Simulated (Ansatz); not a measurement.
# C4H11B: up Jacob's ladder to CCSD(T), part 2 of 2

Ansatz 0.2.0, Gaussian basis; functionals in def2-TZVPP, the program's frozen cores in correlated methods.

## 16. ωB97X-V (range-separated)

in.yaml reads:

```yaml
crystal:
  periodic: [false, false, false]
  atoms:
    - {symbol: C, position_ang: [1.482935, 1.796567, -1.255798]}
    - {symbol: C, position_ang: [1.018960, 1.015008, -0.032876]}
    - {symbol: B, position_ang: [-0.198153, 0.057311, -0.207549]}
    - {symbol: C, position_ang: [-0.415711, -1.187872, 0.704072]}
    - {symbol: C, position_ang: [-1.840211, -1.702433, 0.869732]}
    - {symbol: H, position_ang: [0.649895, 2.330644, -1.719221]}
    - {symbol: H, position_ang: [2.255180, 2.529554, -1.009046]}
    - {symbol: H, position_ang: [1.898568, 1.128733, -2.014774]}
    - {symbol: H, position_ang: [1.858960, 0.515735, 0.465089]}
    - {symbol: H, position_ang: [0.641625, 1.722510, 0.729809]}
    - {symbol: H, position_ang: [-0.999692, 0.288511, -1.079308]}
    - {symbol: H, position_ang: [0.191526, -1.955137, 0.187116]}
    - {symbol: H, position_ang: [0.082693, -1.070120, 1.674013]}
    - {symbol: H, position_ang: [-2.313831, -1.865150, -0.101453]}
    - {symbol: H, position_ang: [-2.458089, -0.981902, 1.411844]}
    - {symbol: H, position_ang: [-1.877555, -2.644458, 1.422652]}
basis:
  gaussian: {orbitals: def2-TZVPP}
hamiltonian: {xc: {name: wB97X-V}}
output: {orbitals: {seedname: orbitals}}
```

Started as:

```console
$ ansatz run in.yaml --threads 4 --pin off --events-out ev --progress --plain --max-ram 10444MiB
```

Output (excerpt; [...] marks lines left out):

```text
Functional definition: wB97X-V
  name "wB97X-V"
  cite "Mardirossian & Head-Gordon, Phys. Chem. Chem. Phys. 16, 9904 (2014) doi:10.1039/C3CP54374A"
  cite "Becke, J. Chem. Phys. 107, 8554 (1997) doi:10.1063/1.475007"
  cite "Vydrov & Van Voorhis, J. Chem. Phys. 133, 244103 (2010) doi:10.1063/1.3521275"
[...]
      + integral(e_c_pw_opposite_spin*poly(b97_u_opposite, cos0, cos1)) + vv10(b, c)
1538 factors; their error is unknown
433 factors; integrals over basis functions are off by at most 1.0e-5 eV
[...]
mean field -5004.40896772 eV, -183.9086374534 hartree, gradient 2.7e-5 eV, S^2 0.000000; 0 other end points of the search recorded, 0 dependent functions left out
reference -5004.40896530 eV, -183.9086373647 hartree; 20, 20 occupied and 289, 289 virtual orbitals, 1538 factors
Total energy: -5004.40896530 eV, -183.9086373647 hartree
```

Run time: 9 s. Hardware: 4 threads of Arm Neoverse V2, shared host; peak memory 0.93 GiB.

With the free atoms at this level, -4940.106 eV in sum, the atomisation energy is 6204.3 kJ/mol. HOMO -10.68 eV, LUMO 1.51 eV.

## 17. ωB97M-V (range-separated)

Changes to in.yaml since step 16:

```diff
@@ -21,3 +21,3 @@
   gaussian: {orbitals: def2-TZVPP}
-hamiltonian: {xc: {name: wB97X-V}}
-output: {orbitals: {seedname: orbitals}}
+hamiltonian: {xc: {name: wB97M-V}}
+output: {forces: true, orbitals: {seedname: orbitals}}
```

Same command.

Output (excerpt; [...] marks lines left out):

```text
Functional definition: wB97M-V
  name "wB97M-V"
  cite "Mardirossian & Head-Gordon, J. Chem. Phys. 144, 214110 (2016) doi:10.1063/1.4952647"
  cite "Becke, J. Chem. Phys. 107, 8554 (1997) doi:10.1063/1.475007"
  cite "Vydrov & Van Voorhis, J. Chem. Phys. 133, 244103 (2010) doi:10.1063/1.3521275"
  # Of w^i u^j: cxij and so on, Table III.
[...]
  gx(w, u) = 1 - cx + cx01*u + cx10*w
[...]
Atom 12 at     0.082693    -1.070120     1.674013 Å, force    -0.037675     0.001299    -0.067457 eV/Å
Atom 13 at    -2.313831    -1.865150    -0.101453 Å, force     0.036966     0.013154     0.068245 eV/Å
Atom 14 at    -2.458089    -0.981902     1.411844 Å, force     0.043316    -0.052147    -0.039810 eV/Å
Atom 15 at    -1.877555    -2.644458     1.422652 Å, force     0.002165     0.075777    -0.045588 eV/Å
Dipole moment:     0.080586    -0.022942     0.087643 e Å
```

It took 14 s on 4 threads of Arm Neoverse V2, shared host; peak memory 1.2 GiB.

Atomisation energy: 6216.8 kJ/mol (free atoms -4938.061 eV, run apart). HOMO -10.55 eV, LUMO 1.23 eV.

## 18. B2PLYP (double hybrid)

Changes to in.yaml since step 17:

```diff
@@ -21,3 +21,2 @@
   gaussian: {orbitals: def2-TZVPP}
-hamiltonian: {xc: {name: wB97M-V}}
-output: {forces: true, orbitals: {seedname: orbitals}}
+hamiltonian: {xc: {name: B2PLYP}}
```

The command is unchanged.

Output (excerpt; [...] marks lines left out):

```text
Functional definition: B2PLYP
  name "B2PLYP"
  cite "Grimme, J. Chem. Phys. 124, 034108 (2006) doi:10.1063/1.2148954"
  cite "Becke, Phys. Rev. A 38, 3098 (1988) doi:10.1103/PhysRevA.38.3098"
  cite "Lee, Yang & Parr, Phys. Rev. B 37, 785 (1988) doi:10.1103/PhysRevB.37.785"
[...]
1774 factors; integrals over basis functions are off by at most 1.0e-3 eV
[...]
mean field -4993.47323558 eV, -183.5067567099 hartree, gradient 3.9e-6 eV, S^2 0.000000; 0 other end points of the search recorded, 0 dependent functions left out
5 core orbitals not correlated: weight in the atoms' cores, before any rotation towards them, 1.000 or more for the frozen orbitals, at most 0.000 for the correlated occupied ones
reference -4993.47344703 eV, -183.5067644805 hartree; 15, 15 occupied and 289, 289 virtual orbitals, 1774 factors
second order -26.56721915 eV of doubles, -0.00000000 eV of singles
Total energy: -5000.64659620 eV, -183.7703728504 hartree
```

Run time: 7 s. Hardware: 4 threads of Arm Neoverse V2, shared host; peak memory 0.93 GiB.

Atomisation energy: 6149.0 kJ/mol (free atoms -4936.916 eV, run apart).

## 19. PBE-QIDH (double hybrid)

Changes to in.yaml since step 18:

```diff
@@ -21,2 +21,2 @@
   gaussian: {orbitals: def2-TZVPP}
-hamiltonian: {xc: {name: B2PLYP}}
+hamiltonian: {xc: {name: PBE-QIDH}}
```

The command is unchanged.

Output (excerpt; [...] marks lines left out):

```text
Functional definition: PBE-QIDH
  name "PBE-QIDH"
  cite "Brémond, Sancho-García, Pérez-Jiménez & Adamo, J. Chem. Phys. 141, 031101 (2014) doi:10.1063/1.4890314"
  cite "Perdew, Burke & Ernzerhof, Phys. Rev. Lett. 77, 3865 (1996) doi:10.1103/PhysRevLett.77.3865"
[...]
1774 factors; integrals over basis functions are off by at most 1.0e-3 eV
[...]
mean field -4990.34913366 eV, -183.3919480817 hartree, gradient 9.9e-6 eV, S^2 0.000000; 0 other end points of the search recorded, 0 dependent functions left out
5 core orbitals not correlated: weight in the atoms' cores, before any rotation towards them, 1.000 or more for the frozen orbitals, at most 0.000 for the correlated occupied ones
reference -4990.34914899 eV, -183.3919486451 hartree; 15, 15 occupied and 289, 289 virtual orbitals, 1774 factors
second order -24.75445692 eV of doubles, -0.00000000 eV of singles
Total energy: -4998.60063463 eV, -183.6951851493 hartree
```

It took 7 s on 4 threads of Arm Neoverse V2, shared host; peak memory 0.92 GiB.

With the free atoms at this level, -4934.381 eV in sum, the atomisation energy is 6196.3 kJ/mol.

## 20. Frontier levels by functional

Dipoles come from the runs that computed forces. Levels, from each run's orbital file:

```
  functional  HOMO (eV)  LUMO (eV)  gap (eV)  dipole (D)
 LDA (SPW92)      -6.97      -1.94      5.03            
      PBE-D4      -6.89      -1.67      5.21        0.62
   revPBE-D4      -6.84      -1.55      5.29            
     BLYP-D4      -6.81      -1.53      5.28            
   r2SCAN-D4      -7.16      -1.26      5.89        0.60
      B97M-V      -7.30      -1.34      5.96            
     PBE0-D4      -8.25      -0.66      7.59            
    B3LYP-D4      -8.06      -0.89      7.17        0.57
  r2SCANh-D4      -7.66      -0.92      6.74            
  r2SCAN0-D4      -8.42      -0.42      8.00            
    HSE06-D4      -7.84      -1.04      6.80            
    BHLYP-D4      -9.57       0.37      9.94            
CAM-B3LYP-D4      -9.68       0.42     10.11            
     LC-ωPBE     -11.03       1.66     12.69            
     ωB97X-V     -10.68       1.51     12.19            
     ωB97M-V     -10.55       1.23     11.78        0.58
```

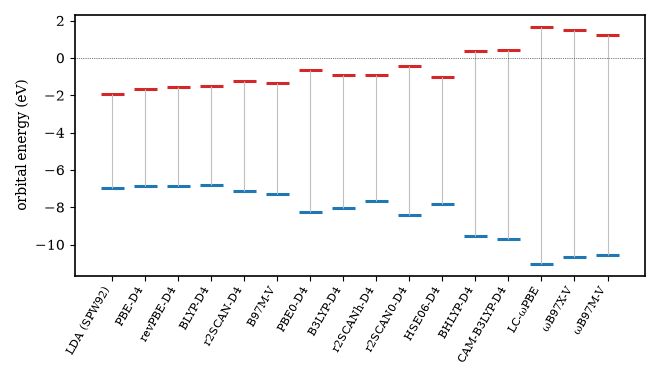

Highest occupied (blue) and lowest empty (red) level by functional.

## 21. CCSD(T) in def2-SVP

Changes to in.yaml since step 19:

```diff
@@ -20,3 +20,3 @@
 basis:
-  gaussian: {orbitals: def2-TZVPP}
-hamiltonian: {xc: {name: PBE-QIDH}}
+  gaussian: {orbitals: def2-SVP}
+correlation: {method: ccsd_t}
```

The command is unchanged.

Output (excerpt; [...] marks lines left out):

```text
Functional definition: HF
  name "HF"
  cite "Fock, Z. Phys. 61, 126 (1930) doi:10.1007/BF01340294"
  parent pbe
[...]
1300 factors; integrals over basis functions are off by at most 1.3e-3 eV
[...]
mean field -4964.13783221 eV, -182.4287005202 hartree, gradient 2.7e-6 eV, S^2 0.000000; 0 other end points of the search recorded, 0 dependent functions left out
5 core orbitals not correlated: weight in the atoms' cores, before any rotation towards them, 1.000 or more for the frozen orbitals, at most 0.000 for the correlated occupied ones
reference -4964.13783221 eV, -182.4287005202 hartree; 15, 15 occupied and 105, 105 virtual orbitals, 1300 factors
second order -18.04400538 eV of doubles, -0.00000000 eV of singles
cycle   1  -19.45765654 eV  change    -1.4e0 eV  update   8.4e-2
[...]
cycle   8  -20.03865079 eV  change    1.1e-5 eV  update   2.4e-5
perturbative correction -0.56705754 eV, -0.0208389802 hartree
Total energy: -4984.74354054 eV, -183.1859463344 hartree
```

Run time: 10 s. Hardware: 4 threads of Arm Neoverse V2, shared host; peak memory 0.81 GiB.

## 22. CCSD(T) in def2-TZVPP

Changes to in.yaml since step 21:

```diff
@@ -20,3 +20,4 @@
 basis:
-  gaussian: {orbitals: def2-SVP}
+  gaussian: {orbitals: def2-TZVPP}
 correlation: {method: ccsd_t}
+output: {orbitals: {seedname: orbitals}}
```

The command is unchanged.

Output (excerpt; [...] marks lines left out):

```text
Functional definition: HF
  name "HF"
  cite "Fock, Z. Phys. 61, 126 (1930) doi:10.1007/BF01340294"
  parent pbe
[...]
1774 factors; integrals over basis functions are off by at most 1.0e-3 eV
[...]
mean field -4969.47959640 eV, -182.6250067335 hartree, gradient 1.6e-6 eV, S^2 0.000000; 0 other end points of the search recorded, 0 dependent functions left out
5 core orbitals not correlated: weight in the atoms' cores, before any rotation towards them, 1.000 or more for the frozen orbitals, at most 0.000 for the correlated occupied ones
reference -4969.47959640 eV, -182.6250067335 hartree; 15, 15 occupied and 289, 289 virtual orbitals, 1774 factors
second order -22.02705543 eV of doubles, -0.00000000 eV of singles
cycle   1  -23.12602365 eV  change    -1.1e0 eV  update   8.8e-2
[...]
cycle   8  -23.73834208 eV  change    5.3e-6 eV  update   3.0e-5
perturbative correction -0.88579863 eV, -0.0325524992 hartree
Total energy: -4994.10373712 eV, -183.5299272140 hartree
```

Wall time 16 min (4 threads of Arm Neoverse V2, shared host); peak memory 4.3 GiB.

## 23. MP2 in def2-QZVPP

Changes to in.yaml since step 22:

```diff
@@ -20,4 +20,3 @@
 basis:
-  gaussian: {orbitals: def2-TZVPP}
-correlation: {method: ccsd_t}
-output: {orbitals: {seedname: orbitals}}
+  gaussian: {orbitals: "def2-QZVPP.json"}
+correlation: {method: mp2}
```

Launched as before.

Output (excerpt; [...] marks lines left out):

```text
Functional definition: HF
  name "HF"
  cite "Fock, Z. Phys. 61, 126 (1930) doi:10.1007/BF01340294"
  parent pbe
[...]
3614 factors; integrals over basis functions are off by at most 9.0e-4 eV
[...]
mean field -4969.72152842 eV, -182.6338975712 hartree, gradient 6.5e-6 eV, S^2 0.000000; 0 other end points of the search recorded, 0 dependent functions left out
5 core orbitals not correlated: weight in the atoms' cores, before any rotation towards them, 1.000 or more for the frozen orbitals, at most 0.000 for the correlated occupied ones
reference -4969.72152842 eV, -182.6338975712 hartree; 15, 15 occupied and 595, 595 virtual orbitals, 3614 factors
second order -23.39339921 eV of doubles, -0.00000000 eV of singles
Total energy: -4993.11492764 eV, -183.4935891358 hartree
```

Run time: 38 s. Hardware: 4 threads of Arm Neoverse V2, shared host; peak memory 5.4 GiB.

Energy pieces by basis (eV):

```
     basis          HF  MP2 correlation  CCSD correlation      (T)             total
  def2-SVP  -4964.1378         -18.0440          -20.0387  -0.5671        -4984.7435
def2-TZVPP  -4969.4796         -22.0271          -23.7383  -0.8858        -4994.1037
def2-QZVPP  -4969.7215         -23.3934                             -4993.1149 (MP2)
```

The report of the def2-TZVPP run gives T1 = 0.0092.

## 24. From triple and quadruple zeta to the limit

This step is arithmetic on the last runs, with X = 3 and 4: exp(−7.88√X) for Hartree-Fock, X^−2.97 for correlation; only MP2 was run in the larger set, so CCSD(T) minus MP2 is added from the smaller one.

```
  level  energy at the limit (eV)
     HF                -4969.7549
    MP2                -4994.1604
   CCSD                -4995.8716
CCSD(T)                -4996.7574
```

## 25. RPA on PBE orbitals

Changes to in.yaml since step 23:

```diff
@@ -20,3 +20,4 @@
 basis:
-  gaussian: {orbitals: "def2-QZVPP.json"}
-correlation: {method: mp2}
+  gaussian: {orbitals: def2-TZVPP}
+hamiltonian: {xc: pbe}
+correlation: {method: rpa}
```

Launched as before.

Output (excerpt; [...] marks lines left out):

```text
Functional definition: PBE
  name "PBE"
  cite "Perdew, Burke & Ernzerhof, Phys. Rev. Lett. 77, 3865 (1996) doi:10.1103/PhysRevLett.77.3865"
  parent pbe
[...]
1774 factors; integrals over basis functions are off by at most 1.0e-3 eV
[...]
mean field -4998.05271446 eV, -183.6750494547 hartree, gradient 6.6e-6 eV, S^2 0.000000; 0 other end points of the search recorded, 0 dependent functions left out
5 core orbitals not correlated: weight in the atoms' cores, before any rotation towards them, 1.000 or more for the frozen orbitals, at most 0.000 for the correlated occupied ones
reference -4968.25901326 eV, -182.5801511303 hartree; 15, 15 occupied and 289, 289 virtual orbitals, 1774 factors
Total energy: -5006.50371053 eV, -183.9856178319 hartree
```

It took 7.5 s on 4 threads of Arm Neoverse V2, shared host; peak memory 0.89 GiB.

RPA correlation: -38.245 eV. No RPA run of the hydrogen atom was made, so RPA has no atomisation energy below.

## 26. The ladder

Atomisation energy = energies of 4 C, 1 B, 11 H (separate runs, same level) minus the molecule's; electronic only, no spin-orbit term.

Differences are taken before rounding.

```
            method             rung  atoms, summed (eV)  atomisation energy (kJ/mol)  from CCSD(T)/CBS (kJ/mol)    time
       LDA (SPW92)              LDA           -4883.827                       6965.5                     +781.6   1.6 s
            PBE-D4              GGA           -4933.145                       6287.8                     +103.8   3.2 s
         revPBE-D4              GGA           -4941.059                       6166.7                      -17.3   2.6 s
           BLYP-D4              GGA           -4939.160                       6164.3                      -19.7   2.7 s
         r2SCAN-D4         meta-GGA           -4937.986                       6219.0                      +35.0     6 s
            B97M-V         meta-GGA           -4941.758                       6219.9                      +35.9    11 s
           PBE0-D4           hybrid           -4934.817                       6238.2                      +54.3   3.4 s
          B3LYP-D4           hybrid           -4942.282                       6213.6                      +29.6     6 s
        r2SCANh-D4           hybrid           -4938.049                       6202.3                      +18.3     6 s
        r2SCAN0-D4           hybrid           -4938.153                       6178.9                       -5.1     6 s
          HSE06-D4           hybrid           -4934.419                       6241.7                      +57.7   3.9 s
          BHLYP-D4           hybrid           -4939.649                       6103.2                      -80.8   3.6 s
      CAM-B3LYP-D4  range-separated           -4938.204                       6237.0                      +53.0   3.9 s
           LC-ωPBE  range-separated           -4938.394                       6196.7                      +12.7     3 s
           ωB97X-V  range-separated           -4940.106                       6204.3                      +20.3     9 s
           ωB97M-V  range-separated           -4938.061                       6216.8                      +32.8    14 s
            B2PLYP    double hybrid           -4936.916                       6149.0                      -34.9     7 s
          PBE-QIDH    double hybrid           -4934.381                       6196.3                      +12.3     7 s
     HF/def2-TZVPP     wavefunction           -4919.823                       4791.1                    -1392.8        
    MP2/def2-TZVPP     wavefunction           -4928.202                       6107.9                      -76.1        
   CCSD/def2-TZVPP     wavefunction           -4930.989                       6004.2                     -179.8        
  CCSD(T)/def2-SVP     wavefunction           -4922.866                       5970.3                     -213.7    10 s
CCSD(T)/def2-TZVPP     wavefunction           -4931.246                       6064.9                     -119.1  16 min
           MP2/CBS     wavefunction           -4929.622                       6227.0                      +43.0        
       CCSD(T)/CBS     wavefunction           -4932.665                       6184.0                          0  17 min
```

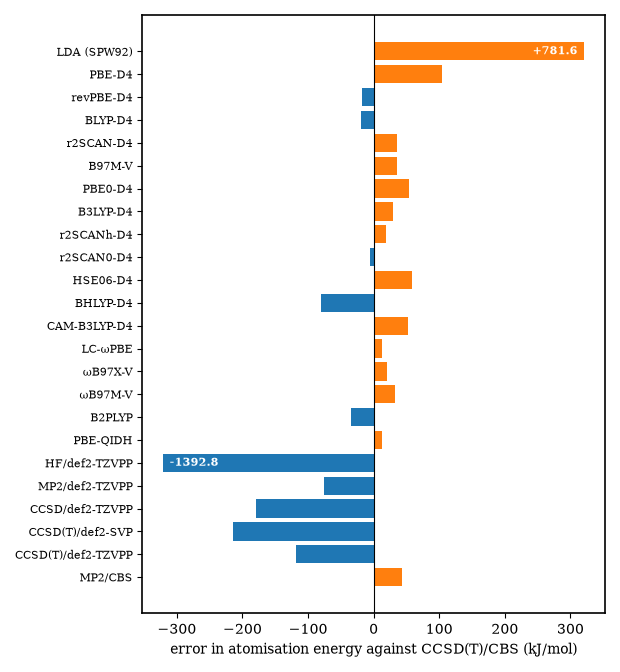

Deviations from CCSD(T)/CBS, method by method. Bars with a number in them are cut short.

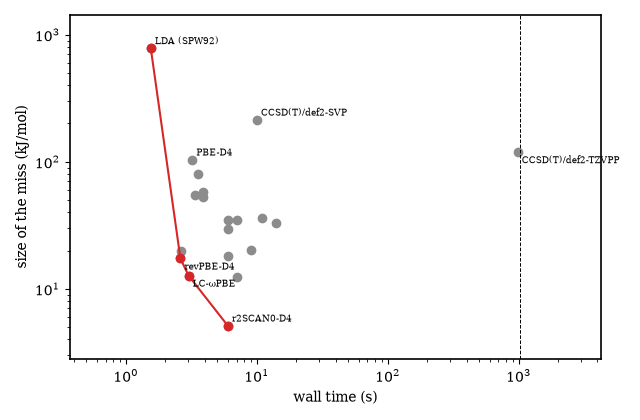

Accuracy for the time spent; red marks the levels that beat every quicker one drawn (of those quicker than the yardstick), and the dashed line is the time of CCSD(T)/CBS. Only those levels and the largest misses are named. Times are from a shared host.

LDA (SPW92), LC-ωPBE, B2PLYP, PBE-QIDH carry no dispersion term (for B3LYP, D4 adds 39.8 kJ/mol).

Times are those of the molecule's run; HF, MP2 and CCSD come out of the CCSD(T) runs, and the limit's time is the sum of the runs that it needs.

## 27. Summary of results

What follows sums up all 2 parts.

```
                               quantity                                                                             value
        atomisation energy, CCSD(T)/CBS                                                                     6184.0 kJ/mol
 functionals within 30.9 kJ/mol (0.5 %)  revPBE-D4, BLYP-D4, B3LYP-D4, r2SCANh-D4, r2SCAN0-D4, LC-ωPBE, ωB97X-V, PBE-QIDH
                    farthest beyond LDA                                                            PBE-D4 (+103.8 kJ/mol)
                mean size of error, GGA                                                                       46.9 kJ/mol
           mean size of error, meta-GGA                                                                       35.5 kJ/mol
             mean size of error, hybrid                                                                       41.0 kJ/mol
    mean size of error, range-separated                                                                       29.7 kJ/mol
      mean size of error, double hybrid                                                                       23.6 kJ/mol
              gap, smallest and largest                                         5.03 eV (LDA (SPW92)), 12.69 eV (LC-ωPBE)
                          T1 diagnostic                                                                            0.0092
triples share of the correlation energy                                                                             3.6 %
```

**Reading.** LDA overbinds by 781.6 kJ/mol (13 %). PBE-D4 misses by +103.8 kJ/mol. Double hybrids carry the basis error of their MP2 part in triple zeta, and no dispersion term here, so their miss is partly the set-up's. The rungs double hybrid, range-separated miss on average by less than the doubt on the reference (30.9 kJ/mol), so they tie. The reference freezes the cores and leaves out relativity and excitations past (T), so misses under about 30.9 kJ/mol can't be ranked. Hartree-Fock recovers 77 % of the binding; the rest is correlation. CCSD(T) in def2-SVP is off by -213.7 kJ/mol, so the small basis spoils what the method gains. The gap grows from 5.0 to 12.7 eV across the functionals, mostly with the share of exact exchange.

r2SCAN0-D4 reaches 5.1 kJ/mol from the reference in 6 s, where CCSD(T)/CBS took 17 min; the quickest level in the cost chart, LDA (SPW92), takes 1.6 s and misses by 781.6 kJ/mol.
